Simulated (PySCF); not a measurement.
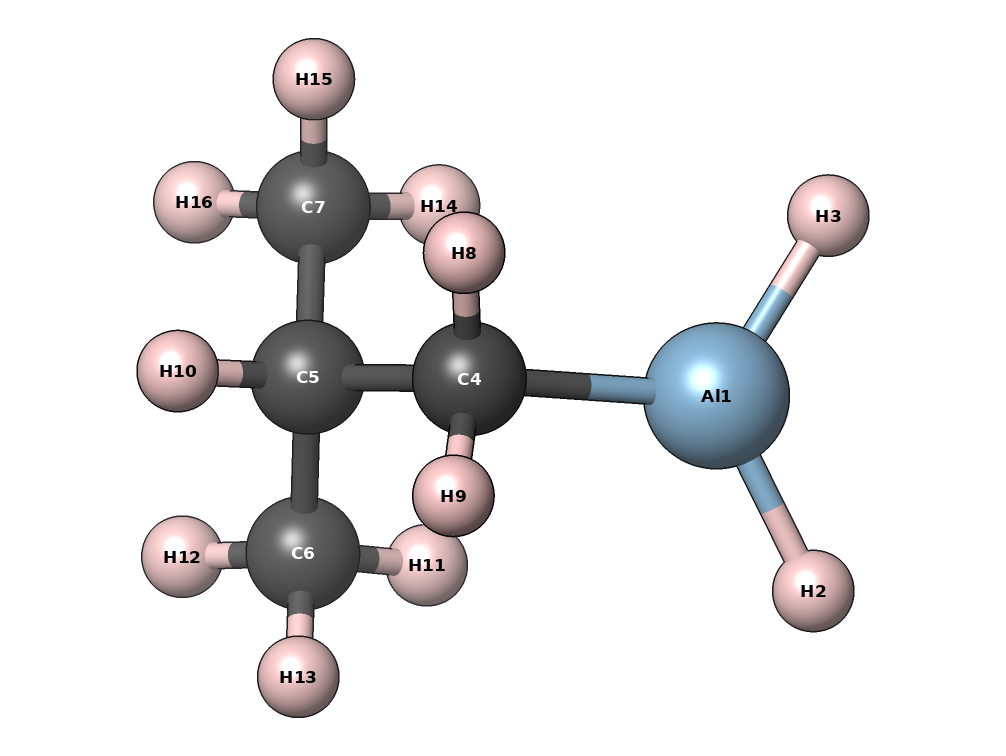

The computed structure is the end point of a PBE0-D3(BJ)/def2-SVP optimisation. No frequency run is at hand to confirm it as a minimum. Level of theory: delta-SCF UKS SCAN, pcX-2 on the ionised atom (unc-x2c-TZVPall on a metal), pcseg-1 elsewhere, spin-free X2C (PySCF 2.14.0).

Give the core-electron binding energies (to vacuum; p and d levels without spin–orbit splitting) of Al1 1s, Al1 2p, C4 1s, C5 1s, C6 1s.

```tsv
atom	level	binding energy (eV)
Al1	1s	1566.7
Al1	2p	80.3
C4	1s	289.5
C5	1s	290.6
C6	1s	290.5
```
